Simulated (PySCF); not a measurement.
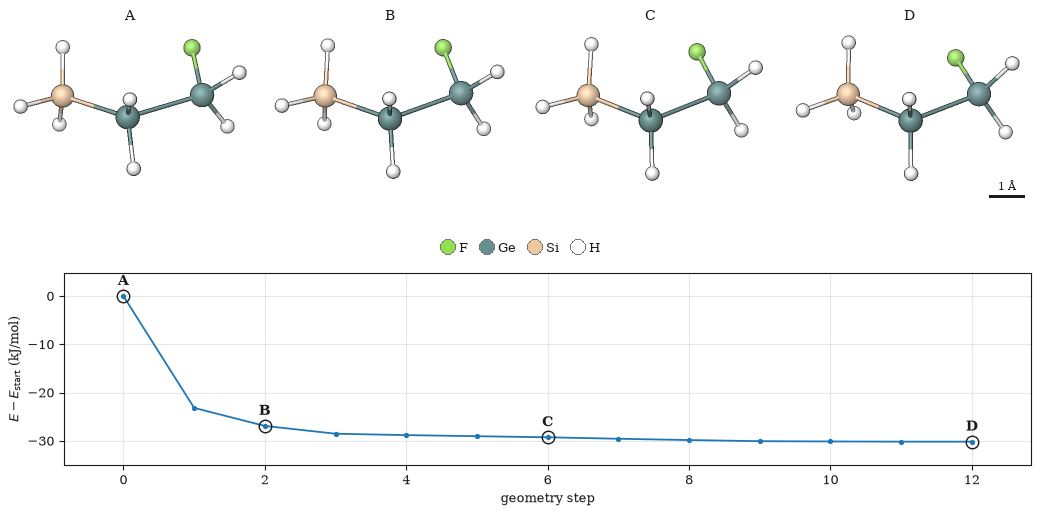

Frames of a relaxation of Ge2SiH7F, marked on the history of the run. The picture is a ball-and-stick view, seen from a free direction.

The start comes from GFN2-xTB. Its atoms were then displaced at random by about 0.01 Å.

Level of theory: PySCF 2.14.0, density-fitted response routines, PBE0-D3(BJ)/def2-SVP geometry optimisation, gas phase. 

**What happens along the run?**

The largest move after the best rigid fit is that of the F atom, 0.59 Å. Largest moves by element: F 0.59 Å, H 0.55 Å, Ge 0.22 Å, Si 0.17 Å. Among the contacts that change: Ge–Si 2.314 → 2.382 Å, H–Si 1.443 → 1.491 Å, F–Ge 1.792 → 1.759 Å, Ge–H 1.524 → 1.540 Å. Bond angles that change, for instance: Ge–Ge–Si 117.2° → 103.7°, H–Ge–H 99.4° → 108.7°, F–Ge–H 97.5° → 105.5°. After 12 geometry steps the energy has fallen by 30.2 kJ/mol. Cost: 4.5 min on 1 thread of Intel(R) Xeon(R) Processor @ 2.50GHz, with other jobs on the host. From step 0 to 2: the F atom moves most (0.26 Å), energy −26.9 kJ/mol. From step 2 to 6: an H atom moves most (0.25 Å), energy −2.35 kJ/mol. From step 6 to 12: the F atom moves most (0.23 Å), energy −0.91 kJ/mol.
